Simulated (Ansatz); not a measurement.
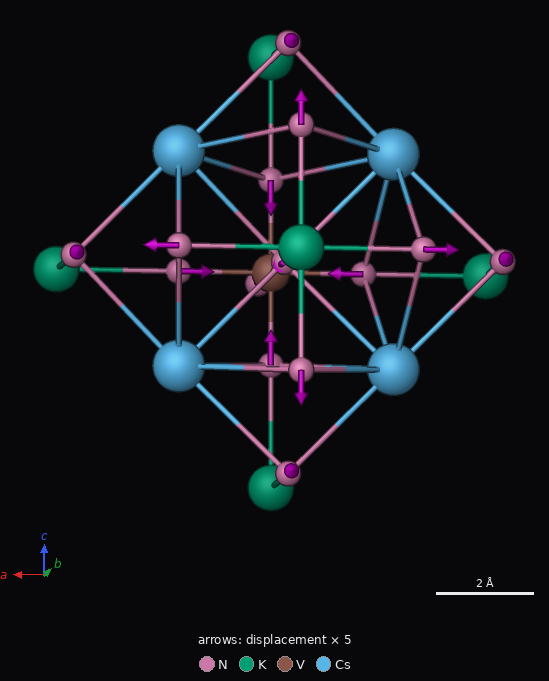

This is a relaxation of crystalline Cs2KVN6 (a generated structure, set up in Fm-3m). The starting structure is drawn; purple arrows show the displacements (the part carried along by the change of the cell is left out), 5 times their true length.

Style: ball-and-stick. Shown: the atoms within 5.0 Å of the atom that moves most (axes of the conventional cell (4 times the calculation's cell)), from a free direction. Lengths and directions refer to the drawn axes.

The start is a swapped structure.

The calculation used DFT, PAW plane waves, r2SCAN (Ansatz).

Input
```yaml
crystal:
  lattice:
    - [0.0, 4.482595, 4.482595]
    - [4.482595, 0.0, 4.482595]
    - [4.482595, 4.482595, 0.0]
  atoms:
    - { symbol: "N", position: [0.785, 0.215, 0.215] }
    - { symbol: "N", position: [0.215, 0.785, 0.215] }
    - { symbol: "N", position: [0.215, 0.785, 0.785] }
    - { symbol: "N", position: [0.785, 0.215, 0.785] }
    - { symbol: "N", position: [0.215, 0.215, 0.785] }
    - { symbol: "N", position: [0.785, 0.785, 0.215] }
    - { symbol: K, position: [0.5, 0.5, 0.5] }
    - { symbol: V, position: [0.0, 0.0, 0.0] }
    - { symbol: Cs, position: [0.25, 0.25, 0.25] }
    - { symbol: Cs, position: [0.75, 0.75, 0.75] }
  symmetry: { tolerance: 0.0003 }
kpoints:
  mp_grid: { grid: [7, 7, 7], shift: [0, 0, 0] }
magnetization:
  spin_polarized: false
scf:
  occupations: { method: fermi_dirac, width: 0.134 }
  lower_state_search: "off"
hamiltonian:
  pseudopotentials: { kind: paw }
  xc: r2scan
basis:
  ecutwfc: 500
  fft_grid_basis: typed
relax:
  max_steps: 60
  cell: { p_target: 0.0 }
  f_tol: 0.03
output:
  forces: true
  stress: true
  eigenvalues: true
  bader: true
  populations: true
  elf: true
  write_potential: true
  volumetric_format: npy
  dos:
    e_range: [-12, 8]
    de: 0.05
    projected: { site_lists: { Cs: [Cs], K: [K], "N": ["N"], V: [V] } }
checkpoint:
  read: saved_state
```

Command:
```bash
ansatz run input.yaml --threads 2 --pin off --max-ram 3584MiB --backend cpu --events-out ev --progress --plain --runs-dir out
```

### Which element moves most?

Nitrogen: up to 0.15 Å, against 0.00 Å for caesium.

### What happened in the run?

The largest moves relative to the cell, 0.15 Å, are those of N1, N2, N3, N4, N5 and N6. N2 goes along −b. Cs and K and V stay in place. The volume changes by +11.3 %, with a = b = c 8.965 → 9.290 Å (+3.6 %). Among the contacts that change: N1–K7 2.555 → 2.799 Å, N1–Cs10 3.185 → 3.319 Å, N1–V8 1.928 → 1.846 Å. Among the angles between lasting bonds that change: Cs9–N2–Cs9 168.7° → 163.5°, V8–N2–Cs9 95.7° → 98.3°, K7–N2–Cs9 84.3° → 81.7°. The space group stays Fm-3m (No. 225). Over 4 accepted moves (6 points after the start) the energy falls by 94.7 meV per atom. Largest force component: 2.3 eV/Å at the start, 0.00016 eV/Å at the end. Pressure: −0.87 GPa at the start and 0.00 GPa at the end. At 2 points the geometry stayed and the basis and grid were re-selected for the new cell (energy shift of 0.6 meV per atom at most each time).
